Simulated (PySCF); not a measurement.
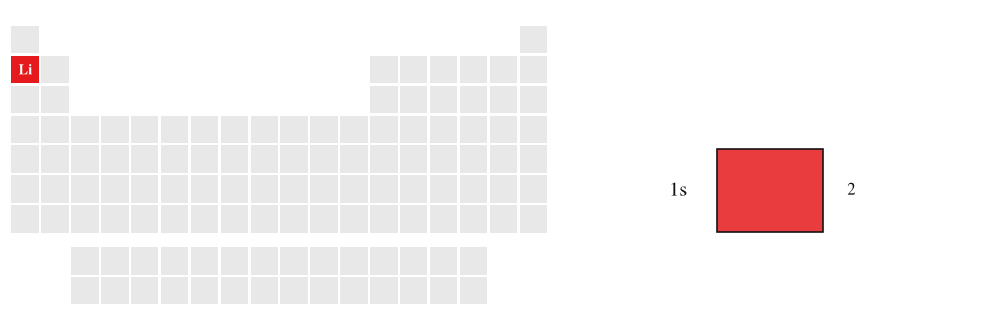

Figure 1. Left, the place of lithium in the periodic table; right, the outer shells of the nominal configuration: a box for each of the 2l + 1 orbitals, shaded by the share of the shell that is filled, with the electron count at the right.

## Atomic calculation, with input and output: Li⁺

System: Li⁺, configuration 1s2, multiplicity 1.
Method: unrestricted HF, STO-3G, non-relativistic, point nucleus (PySCF).

## Input
```python
from pyscf import gto, scf, dft, mp, cc
import basis_set_exchange as bse
mol = gto.M(atom="Li 0 0 0", charge=1, spin=0, symmetry="D2h",
            basis=gto.basis.parse(bse.get_basis("STO-3G", elements=["Li"], fmt="nwchem", header=False)))
mf = scf.UHF(mol)
mf.irrep_nelec = {'Ag': (1, 1)}
mf.kernel()
```

The script is an equivalent of what the driver set up; the driver started from orbitals of its own, so the log can be shorter than this script's would be, and it computed the properties (radii, ⟨L²⟩, response) afterwards. It held the occupations shell by shell, which the script's counts by irreducible representation don't always enforce.

Hardware: 1 thread of Intel Xeon, 108 GiB of memory available, shared host.

Launched within a batch (the task file carries these settings):
```bash
OMP_NUM_THREADS=1 python <driver script> TASK.json OUT
```

## Log (extracts)
```
damping factor = 0
level_shift factor = 0
DIIS = <class 'pyscf.scf.diis.CDIIS'>
diis_start_cycle = 1
diis_space = 10
diis_damp = 0
SCF conv_tol = 1e-09
SCF conv_tol_grad = None
number electrons alpha = 1  beta = 1
cycle= 1 E= -7.13544762613806  delta_E= -2.01e-11  |g|= 8.2e-07  |ddm|= 4.07e-06
converged SCF energy = -7.13544762613806  <S^2> = 8.8817842e-16  2S+1 = 1
```

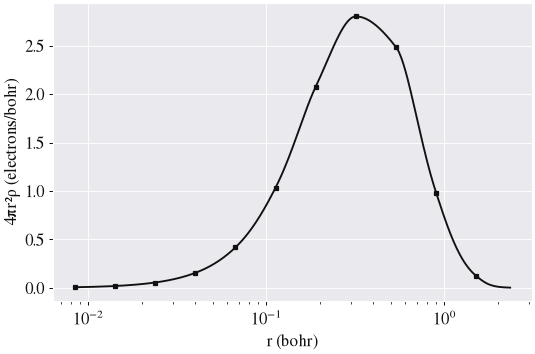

Figure 2. Spherically averaged radial density 4πr²ρ of the mean field; markers are the stored points, which are sparse, and the line is a monotone interpolation between them. The largest stored value is 2.80 electrons/bohr at r = 0.32 bohr. Root-mean-square radii of the shells: 1s 0.662 bohr.

## Outcome

```tsv
quantity	value
outcome	converged
total energy	−7.135448 hartree
kinetic energy	7.044383 hartree
−E/T (1 by the virial theorem at the basis-set limit)	1.0129
SCF iterations	1
```

## What is odd here

One thing in this input was made odd on purpose: minimal basis. The program ran to the end. Its numbers are those of this setting; this run alone doesn't show how far the oddity moves them.
